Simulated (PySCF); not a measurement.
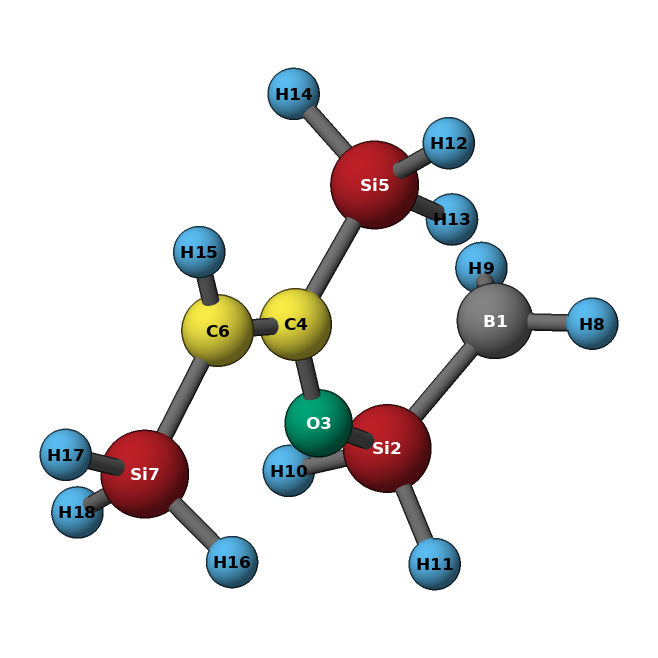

Computed geometry: GFN2-xTB optimisation. No frequency run is at hand to confirm it as a minimum. Level of theory: GIAO PBE0/pcSseg-1 NMR shielding, non-relativistic, gas phase (PySCF 2.14.0). Principal shieldings σ11 ≤ σ22 ≤ σ33, span Ω = σ33 − σ11, skew κ = 3(σiso − σ22)/Ω.

Give the shielding tensors of the O atoms.

| atom | σ11 | σ22 | σ33 | σiso | Ω | κ |
| --- | --- | --- | --- | --- | --- | --- |
| O3 | 40.6 | 208.5 | 274.4 | 174.5 | 233.8 | −0.44 |

Shieldings and span in ppm.

The geometry is semi-empirical. Around B, Si such bond lengths and angles can be off by a tenth of an ångström or more and by several degrees, and values that hang on the shape move with them.
